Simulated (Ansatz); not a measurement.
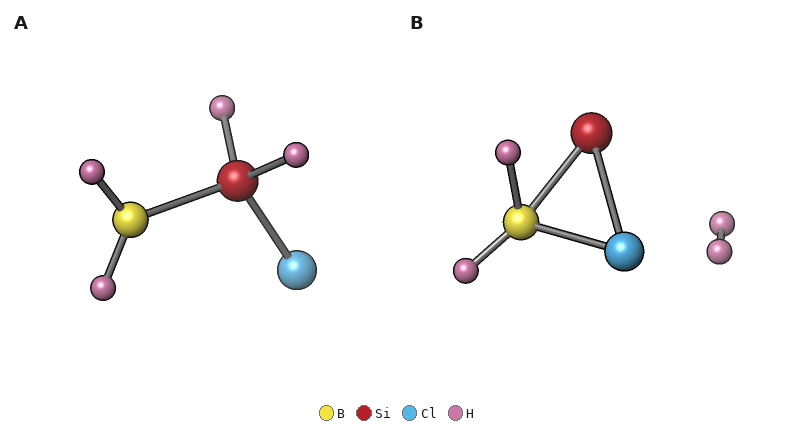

2 stationary structures of one formula. Geometries: PBE0-D4/def2-TZVP. Electronic energies: RHF-CCSD(T) (frozen core)/def2-TZVPP (Ansatz 0.2.0), without zero-point energy. No frequency run is at hand to confirm each as a minimum. Each is one conformer, not always the lowest.

> Which is lowest in energy, and by how much?

A is lowest (Cs); B lies 210.3 kJ/mol above it (C1).

Give E(B) − E(A) in kJ/mol at these levels too: PBE0-D4/def2-TZVPP; ωB97M-V/def2-TZVPP; PBE0-D4/def2-TZVP; r2SCAN-D4/def2-TZVPP; RHF-CCSD(T) (frozen core)/def2-TZVPP; PBE-D4/def2-TZVPP; B3LYP-D4/def2-TZVPP.

```tsv
level	E(B) − E(A) (kJ/mol)
PBE0-D4/def2-TZVPP	+203.2
ωB97M-V/def2-TZVPP	+199.2
PBE0-D4/def2-TZVP	+203.5
r2SCAN-D4/def2-TZVPP	+208.3
RHF-CCSD(T) (frozen core)/def2-TZVPP	+210.3
PBE-D4/def2-TZVPP	+176.1
B3LYP-D4/def2-TZVPP	+210.3
```
